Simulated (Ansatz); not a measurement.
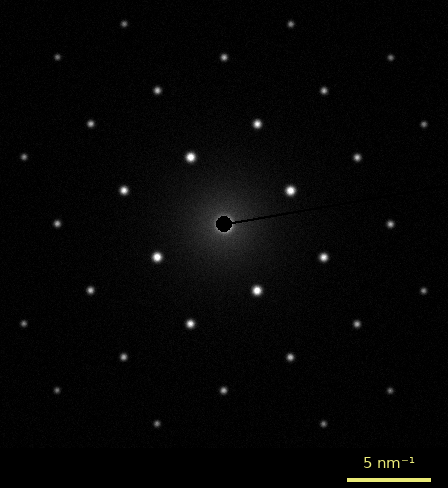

The pattern is a kinematic simulation for 100 kV electrons (no multiple scattering; isotropic B = 0.3 Å²).

Phase: Mo, space group Im-3m (No. 229), a = 3.150 Å. Structure: the input geometry of an electronic-structure calculation (not necessarily at equilibrium).

```
atom  site  symmetry       x       y       z
  Mo    2a      m-3m  0.0000  0.0000  0.0000
```

Determine the zone axis from the geometry of the pattern.

Answer. The spots form a square net with both shortest vectors at d = 2.23 Å, 90.0° apart. They index as 1 -1 0 and 1 1 0, so the zone axis is [001] (or an equivalent direction of <001>).

Which reflections of this zone are missing, and why?

Answer. The lattice centring (I) removes all reflections that break h + k + l = 2n.

List the strongest reflections.

Answer. Strongest reflections with d > 0.80 Å, one of each family (|F|² from tabulated Gaussian fits of the electron scattering factors, times a small damping for the curvature of the Ewald sphere):

```
  hkl  d (Å)  I (strongest = 100)
1 1 0  2.227                  100
2 0 0  1.575                   49
2 2 0  1.114                   20
3 1 0  0.996                   14
```
